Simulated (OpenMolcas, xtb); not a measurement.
## A ladder of methods for Si2H4OF2 (SMILES O[SiH](F)[SiH2]F)

Si2H4OF2: 9 atoms, total charge 0, spin state singlet. As SMILES, `O[SiH](F)[SiH2]F`. The shape is that of a PBE0-D4/def2-TZVP optimisation. This is one conformer, not always the lowest.

```xyz
9

O     0.8443    1.7667   -0.4850
Si    0.9694    0.1378   -0.4531
F     0.9867   -0.4597   -1.9385
Si   -0.8940   -0.7724    0.6683
F    -2.1339    0.2026    0.3338
H    -0.0142    2.1549   -0.6651
H     2.2846   -0.1639    0.1538
H    -1.2530   -2.1439    0.2266
H    -0.7015   -0.7683    2.1423
```

Quantity: the dipole moment, in D. The values are calculated.

```json
{"level": "GFN1-xTB", "kind": "semi-empirical", "program": "xtb", "value (D)": "1.29", "CPU time": "under 2 s"}
{"level": "HF/def2-SVP", "kind": "Hartree–Fock", "program": "OpenMolcas", "value (D)": "1.39", "CPU time": "13 s"}
{"level": "SVWN5/def2-SVP", "kind": "LDA", "program": "OpenMolcas", "value (D)": "0.90", "CPU time": "30 s"}
{"level": "PBE/def2-SVP", "kind": "GGA", "program": "OpenMolcas", "value (D)": "0.84", "CPU time": "38 s"}
{"level": "TPSS/def2-SVP", "kind": "meta-GGA", "program": "OpenMolcas", "value (D)": "0.85", "CPU time": "44 s"}
{"level": "BHLYP/def2-SVP", "kind": "global hybrid", "program": "OpenMolcas", "value (D)": "1.20", "CPU time": "34 s"}
{"level": "M06-2X/def2-SVP", "kind": "hybrid meta-GGA", "program": "OpenMolcas", "value (D)": "1.11", "CPU time": "42 s"}
```

The values span 0.84 to 1.39 D. Magnitudes only. CPU times are rough (shared hosts, several kinds of processor and program).

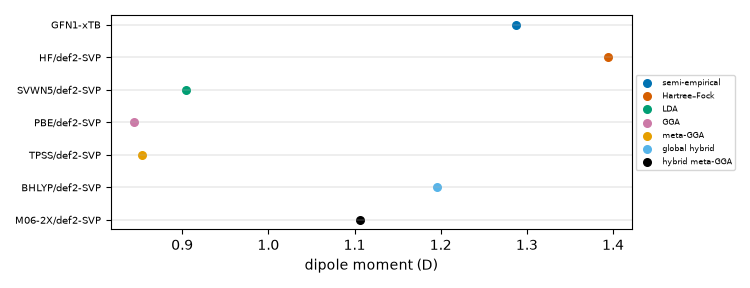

The values of the table, level by level.
